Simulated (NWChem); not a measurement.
**Run report: InNH2Cl2, energy and gradient calculation (part 2 of 2)**

Continued. System: InNH2Cl2 (InCl2(NH2)). Method: HF/3-21G, RHF (NWChem 7.3.0). The geometry comes from this level: GFN2-xTB.

Geometry of the input (Å):
```
In 0.3155  0.7028  0.0465
Cl 2.5831  0.9609  0.2621
Cl -1.0143  2.5691  -0.0411
N  -0.5393  -1.1590  0.2065
H  -1.4177  -1.1971  -0.3019
H  0.0727  -1.8767  -0.1721
```

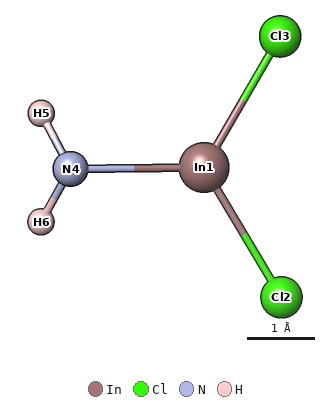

**Figure 1.** The structure (ball-and-stick view, seen on its broad side; atoms are numbered from 1 in the order of the input). Sticks mark near contacts.

### Log, continued
```
 Vector   34  Occ=2.000000D+00  E=-1.178850D+00
              MO Center=  3.1D-01,  7.0D-01,  4.7D-02, r^2= 4.5D-01
   Bfn.  Coefficient  Atom+Function         Bfn.  Coefficient  Atom+Function
  ----- ------------  ---------------      ----- ------------  ---------------
    28      0.945208  1 In d -1              30     -0.423673  1 In d  1
    23     -0.319345  1 In d -1

 Vector   35  Occ=2.000000D+00  E=-1.107678D+00
              MO Center= -3.3D-01, -7.1D-01,  2.2D-02, r^2= 1.9D+00
   Bfn.  Coefficient  Atom+Function         Bfn.  Coefficient  Atom+Function
  ----- ------------  ---------------      ----- ------------  ---------------
    63      0.576614  4 N  s                 29      0.344293  1 In d  0
    27     -0.275618  1 In d -2              31      0.243717  1 In d  2
    58     -0.186787  4 N  s                 59      0.166824  4 N  s

 Vector   36  Occ=2.000000D+00  E=-1.072053D+00
              MO Center=  7.0D-01,  1.5D+00,  9.7D-02, r^2= 4.2D+00
   Bfn.  Coefficient  Atom+Function         Bfn.  Coefficient  Atom+Function
  ----- ------------  ---------------      ----- ------------  ---------------
    37      0.373624  2 Cl s                 50      0.363811  3 Cl s
    41      0.354322  2 Cl s                 54      0.345178  3 Cl s
    33     -0.305954  2 Cl s                 46     -0.297968  3 Cl s
    29      0.224966  1 In d  0              27      0.210395  1 In d -2
    31     -0.193776  1 In d  2

 Vector   37  Occ=2.000000D+00  E=-1.060018D+00
              MO Center=  6.6D-01,  1.6D+00,  9.4D-02, r^2= 4.2D+00
   Bfn.  Coefficient  Atom+Function         Bfn.  Coefficient  Atom+Function
  ----- ------------  ---------------      ----- ------------  ---------------
    50     -0.386518  3 Cl s                 37      0.377123  2 Cl s
    54     -0.365713  3 Cl s                 41      0.356751  2 Cl s
    46      0.315735  3 Cl s                 33     -0.308029  2 Cl s
    31     -0.283162  1 In d  2              27     -0.259924  1 In d -2

 Vector   38  Occ=2.000000D+00  E=-6.491015D-01
              MO Center= -5.8D-01, -1.3D+00,  2.2D-02, r^2= 1.1D+00
   Bfn.  Coefficient  Atom+Function         Bfn.  Coefficient  Atom+Function
  ----- ------------  ---------------      ----- ------------  ---------------
    60      0.340169  4 N  px                64      0.313238  4 N  px
    67     -0.226461  5 H  s                 69      0.226713  6 H  s
    68     -0.185081  5 H  s                 70      0.185486  6 H  s
    61     -0.155361  4 N  py

 Vector   39  Occ=2.000000D+00  E=-5.832220D-01
              MO Center=  2.6D-01,  6.0D-01,  1.3D-01, r^2= 4.9D+00
   Bfn.  Coefficient  Atom+Function         Bfn.  Coefficient  Atom+Function
  ----- ------------  ---------------      ----- ------------  ---------------
    14      0.399950  1 In s                 10      0.246531  1 In s
    38     -0.241857  2 Cl px                65      0.223868  4 N  py
    52     -0.201593  3 Cl py                61      0.197557  4 N  py
    42     -0.186800  2 Cl px                56     -0.152898  3 Cl py

 Vector   40  Occ=2.000000D+00  E=-5.134775D-01
              MO Center=  2.5D-01,  5.6D-01,  1.6D-01, r^2= 5.3D+00
   Bfn.  Coefficient  Atom+Function         Bfn.  Coefficient  Atom+Function
  ----- ------------  ---------------      ----- ------------  ---------------
    51      0.279064  3 Cl px                16     -0.233333  1 In py
    38     -0.225350  2 Cl px                55      0.223149  3 Cl px
    65     -0.211599  4 N  py                61     -0.200571  4 N  py
    42     -0.176122  2 Cl px                63     -0.173685  4 N  s
    66     -0.172347  4 N  pz                12     -0.171256  1 In py

 Vector   41  Occ=2.000000D+00  E=-4.930185D-01
              MO Center=  7.6D-01,  1.7D+00,  1.1D-01, r^2= 5.2D+00
   Bfn.  Coefficient  Atom+Function         Bfn.  Coefficient  Atom+Function
  ----- ------------  ---------------      ----- ------------  ---------------
    52      0.386368  3 Cl py                38     -0.327262  2 Cl px
    56      0.315160  3 Cl py                42     -0.259844  2 Cl px
    15     -0.227846  1 In px                39     -0.215985  2 Cl py
    43     -0.184551  2 Cl py                48     -0.180684  3 Cl py
    11     -0.166439  1 In px                34      0.153594  2 Cl px

 Vector   42  Occ=2.000000D+00  E=-4.814422D-01
              MO Center=  7.3D-01,  1.6D+00,  1.0D-01, r^2= 5.2D+00
   Bfn.  Coefficient  Atom+Function         Bfn.  Coefficient  Atom+Function
  ----- ------------  ---------------      ----- ------------  ---------------
    53      0.379436  3 Cl pz                40      0.375462  2 Cl pz
    57      0.326037  3 Cl pz                44      0.323634  2 Cl pz
    49     -0.175783  3 Cl pz                36     -0.173977  2 Cl pz

 Vector   43  Occ=2.000000D+00  E=-4.644655D-01
              MO Center=  8.6D-01,  1.7D+00,  1.2D-01, r^2= 5.1D+00
   Bfn.  Coefficient  Atom+Function         Bfn.  Coefficient  Atom+Function
  ----- ------------  ---------------      ----- ------------  ---------------
    40      0.423175  2 Cl pz                53     -0.409024  3 Cl pz
    44      0.390882  2 Cl pz                57     -0.376821  3 Cl pz
    36     -0.197142  2 Cl pz                49      0.190507  3 Cl pz

 Vector   44  Occ=2.000000D+00  E=-4.638994D-01
              MO Center=  4.6D-01,  1.3D+00,  1.3D-01, r^2= 5.8D+00
   Bfn.  Coefficient  Atom+Function         Bfn.  Coefficient  Atom+Function
  ----- ------------  ---------------      ----- ------------  ---------------
    39      0.345970  2 Cl py                43      0.307963  2 Cl py
    52      0.286459  3 Cl py                56      0.262497  3 Cl py
    51      0.208362  3 Cl px                63      0.195089  4 N  s
    66      0.190983  4 N  pz                55      0.179515  3 Cl px
    35     -0.160316  2 Cl py                53     -0.158917  3 Cl pz

 Vector   45  Occ=2.000000D+00  E=-4.582030D-01
              MO Center=  7.3D-01,  1.7D+00,  1.1D-01, r^2= 5.3D+00
   Bfn.  Coefficient  Atom+Function         Bfn.  Coefficient  Atom+Function
  ----- ------------  ---------------      ----- ------------  ---------------
    51      0.419624  3 Cl px                55      0.375868  3 Cl px
    39     -0.358929  2 Cl py                43     -0.317659  2 Cl py
    38      0.215288  2 Cl px                42      0.197377  2 Cl px
    47     -0.195013  3 Cl px                35      0.165876  2 Cl py

 Vector   46  Occ=2.000000D+00  E=-4.104877D-01
              MO Center= -3.6D-01, -7.5D-01,  2.4D-01, r^2= 2.7D+00
   Bfn.  Coefficient  Atom+Function         Bfn.  Coefficient  Atom+Function
  ----- ------------  ---------------      ----- ------------  ---------------
    66      0.487996  4 N  pz                62      0.355609  4 N  pz
    65     -0.235412  4 N  py                61     -0.182961  4 N  py
    63      0.173708  4 N  s

 Vector   47  Occ=0.000000D+00  E= 2.394130D-02
              MO Center=  3.7D-01,  6.2D-01, -9.8D-01, r^2= 4.2D+00
   Bfn.  Coefficient  Atom+Function         Bfn.  Coefficient  Atom+Function
  ----- ------------  ---------------      ----- ------------  ---------------
    18      1.054353  1 In s                 21     -0.489176  1 In pz
    41     -0.294424  2 Cl s                 54     -0.293562  3 Cl s
    42      0.248605  2 Cl px                63     -0.235148  4 N  s
    10      0.233797  1 In s                 17      0.224365  1 In pz
    56      0.208599  3 Cl py                65     -0.187975  4 N  py

 Vector   48  Occ=0.000000D+00  E= 5.866546D-02
              MO Center=  3.1D-01,  8.7D-01,  1.1D+00, r^2= 4.3D+00
   Bfn.  Coefficient  Atom+Function         Bfn.  Coefficient  Atom+Function
  ----- ------------  ---------------      ----- ------------  ---------------
    18      0.808284  1 In s                 21      0.659065  1 In pz
    63     -0.333872  4 N  s                 41     -0.294908  2 Cl s
    54     -0.291269  3 Cl s                 17     -0.275206  1 In pz
    42      0.257506  2 Cl px                13     -0.197946  1 In pz
    20      0.198273  1 In py                10      0.195416  1 In s

 Vector   49  Occ=0.000000D+00  E= 1.339425D-01
              MO Center=  1.9D-01,  3.6D-01,  2.7D-02, r^2= 7.6D+00
   Bfn.  Coefficient  Atom+Function         Bfn.  Coefficient  Atom+Function
  ----- ------------  ---------------      ----- ------------  ---------------
    19      1.374205  1 In px                54      0.667943  3 Cl s
    20     -0.660257  1 In py                41     -0.645261  2 Cl s
    56     -0.270708  3 Cl py                42      0.203866  2 Cl px
    43      0.176583  2 Cl py

 Vector   50  Occ=0.000000D+00  E= 1.435655D-01
              MO Center=  2.2D-01,  5.5D-01, -1.7D-03, r^2= 7.8D+00
   Bfn.  Coefficient  Atom+Function         Bfn.  Coefficient  Atom+Function
  ----- ------------  ---------------      ----- ------------  ---------------
    20      1.275829  1 In py                63      0.693116  4 N  s
    19      0.624207  1 In px                41     -0.361895  2 Cl s
    54     -0.321603  3 Cl s                 55     -0.249253  3 Cl px
    43     -0.197007  2 Cl py                14      0.164343  1 In s

 Vector   51  Occ=0.000000D+00  E= 2.424797D-01
              MO Center=  5.4D-01,  1.1D+00, -7.2D-01, r^2= 4.7D+00
   Bfn.  Coefficient  Atom+Function         Bfn.  Coefficient  Atom+Function
  ----- ------------  ---------------      ----- ------------  ---------------
    14      1.631033  1 In s                 18     -1.495016  1 In s
    17      0.576425  1 In pz                21      0.489289  1 In pz
    20     -0.403998  1 In py                41      0.266962  2 Cl s
    54      0.266907  3 Cl s                 16     -0.247344  1 In py
     6      0.234090  1 In s                 19     -0.223118  1 In px

 Vector   52  Occ=0.000000D+00  E= 2.710806D-01
              MO Center=  2.6D-01,  7.4D-01,  8.8D-01, r^2= 5.3D+00
   Bfn.  Coefficient  Atom+Function         Bfn.  Coefficient  Atom+Function
  ----- ------------  ---------------      ----- ------------  ---------------
    17      1.269723  1 In pz                21      1.101982  1 In pz
    14     -0.811345  1 In s                 18      0.805097  1 In s
    13      0.421837  1 In pz                16      0.298732  1 In py
     9     -0.175040  1 In pz                70     -0.169522  6 H  s
    68     -0.165596  5 H  s

 Vector   53  Occ=0.000000D+00  E= 3.101030D-01
              MO Center= -2.2D-01, -5.3D-01, -1.2D-01, r^2= 4.8D+00
   Bfn.  Coefficient  Atom+Function         Bfn.  Coefficient  Atom+Function
  ----- ------------  ---------------      ----- ------------  ---------------
    15      1.076735  1 In px                70      0.858854  6 H  s
    68     -0.835125  5 H  s                 64     -0.616326  4 N  px
    16     -0.488006  1 In py                19      0.457345  1 In px
    11      0.346248  1 In px                42     -0.323505  2 Cl px
    65      0.288368  4 N  py                56      0.274319  3 Cl py

 Vector   54  Occ=0.000000D+00  E= 3.453157D-01
              MO Center= -4.8D-01, -1.1D+00, -2.8D-01, r^2= 4.5D+00
   Bfn.  Coefficient  Atom+Function         Bfn.  Coefficient  Atom+Function
  ----- ------------  ---------------      ----- ------------  ---------------
    68      1.267911  5 H  s                 70      1.247653  6 H  s
    63     -1.055964  4 N  s                 18     -0.811770  1 In s
    20      0.694395  1 In py                65      0.573224  4 N  py
    66      0.482477  4 N  pz                17      0.390577  1 In pz
    14      0.346950  1 In s                 21      0.311774  1 In pz

 Vector   55  Occ=0.000000D+00  E= 3.884607D-01
              MO Center= -1.1D-01, -2.9D-01, -7.9D-02, r^2= 5.6D+00
   Bfn.  Coefficient  Atom+Function         Bfn.  Coefficient  Atom+Function
  ----- ------------  ---------------      ----- ------------  ---------------
    15      1.231658  1 In px                70     -1.015759  6 H  s
    68      1.005024  5 H  s                 19      0.888508  1 In px
    64      0.677292  4 N  px                16     -0.596101  1 In py
    20     -0.425616  1 In py                11      0.363660  1 In px
    42     -0.306913  2 Cl px                65     -0.297204  4 N  py

 Vector   56  Occ=0.000000D+00  E= 4.035575D-01
              MO Center=  1.8D-01,  4.3D-01,  1.0D-01, r^2= 4.4D+00
   Bfn.  Coefficient  Atom+Function         Bfn.  Coefficient  Atom+Function
  ----- ------------  ---------------      ----- ------------  ---------------
    16      1.637663  1 In py                20      1.014587  1 In py
    15      0.780596  1 In px                18     -0.562578  1 In s
    63     -0.552953  4 N  s                 14      0.532197  1 In s
    12      0.484794  1 In py                19      0.485115  1 In px
    65     -0.439602  4 N  py                68      0.377726  5 H  s

 Vector   57  Occ=0.000000D+00  E= 7.690581D-01
              MO Center=  1.5D+00,  1.9D+00,  1.5D-01, r^2= 6.3D+00
   Bfn.  Coefficient  Atom+Function         Bfn.  Coefficient  Atom+Function
  ----- ------------  ---------------      ----- ------------  ---------------
    41     -1.337947  2 Cl s                 37      1.249941  2 Cl s
    54      0.929811  3 Cl s                 50     -0.857225  3 Cl s
    52     -0.472824  3 Cl py                56      0.412867  3 Cl py
    38      0.403328  2 Cl px                39      0.351255  2 Cl py
    42     -0.352897  2 Cl px                19      0.332301  1 In px

 center of mass
 --------------
 x =   0.77336142 y =   1.73927489 z =   0.14568963

 moments of inertia (a.u.)
 ------------------
         627.550788703225         157.764450089216         -69.065619074266
         157.764450089216         912.162121437289          28.712936408864
         -69.065619074266          28.712936408864        1523.752831790167

  Mulliken analysis of the total density
  --------------------------------------

    Atom       Charge   Shell Charges
 -----------   ------   -------------------------------------------------------
    1 In  49    47.61   2.00  2.00  6.00  2.00  6.00  2.00  5.94  0.63  0.90  0.07  0.11 10.00  9.99
    2 Cl  17    17.53   2.00  1.96  5.91  1.10  3.00  0.94  2.62
    3 Cl  17    17.53   2.00  1.96  5.91  1.10  3.00  0.94  2.62
    4 N    7     7.96   1.99  0.37  1.75  1.38  2.48
    5 H    1     0.68   0.45  0.23
    6 H    1     0.68   0.45  0.23

       Multipole analysis of the density wrt the origin
       ------------------------------------------------

     L   x y z        total         open         nuclear
     -   - - -        -----         ----         -------
     0   0 0 0     -0.000000      0.000000     92.000000

     1   1 0 0     -0.473674      0.000000     69.934734
     1   0 1 0     -1.233157      0.000000    157.340551
     1   0 0 1     -0.828168      0.000000     13.241782

     2   2 0 0    -52.050901      0.000000    499.399422
     2   1 1 0      0.705556      0.000000     52.488315
     2   1 0 1     -0.067370      0.000000     44.899052
     2   0 2 0    -50.359859      0.000000    594.441158
     2   0 1 1      2.103087      0.000000     11.066270
     2   0 0 2    -40.231163      0.000000      6.148399

                              NWChem Gradients Module
                              -----------------------

                                    Cl2H2InN hf

  wavefunction    =   RHF

                         RHF ENERGY GRADIENTS

    atom               coordinates                        gradient
                 x          y          z           x          y          z
   1 In      0.596152   1.328156   0.087853    0.020954   0.044494  -0.009398
   2 Cl      4.881332   1.815800   0.495335   -0.035348  -0.004500  -0.002088
   3 Cl     -1.916673   4.854838  -0.077592    0.020008  -0.029203   0.002596
   4 N      -1.019186  -2.190192   0.390153   -0.012831  -0.021633   0.027843
   5 H      -2.679027  -2.262134  -0.570527    0.002248   0.006353  -0.009454
   6 H       0.137421  -3.546468  -0.325203    0.004969   0.004489  -0.009499

                 ----------------------------------------
                 |  Time  |  1-e(secs)   |  2-e(secs)   |
                 ----------------------------------------
                 |  CPU   |       0.00   |       1.69   |
                 ----------------------------------------
                 |  WALL  |       0.00   |       1.69   |
                 ----------------------------------------

 Task  times  cpu:        7.1s     wall:        7.1s
 Total times  cpu:        7.1s     wall:        7.1s
```

### Summary

- outcome: converged
- total energy: −6684.775834 hartree
- basis functions: 70
- largest force: 2.575 eV/Å
- HOMO: −11.17 eV
- LUMO: 0.65 eV
- dipole moment: 3.96 D
- hardware: 1 thread of AMD EPYC (Zen 5), 176 GiB of memory available, shared host
- wall time: 7.8 s
- peak memory: 0.1 GiB
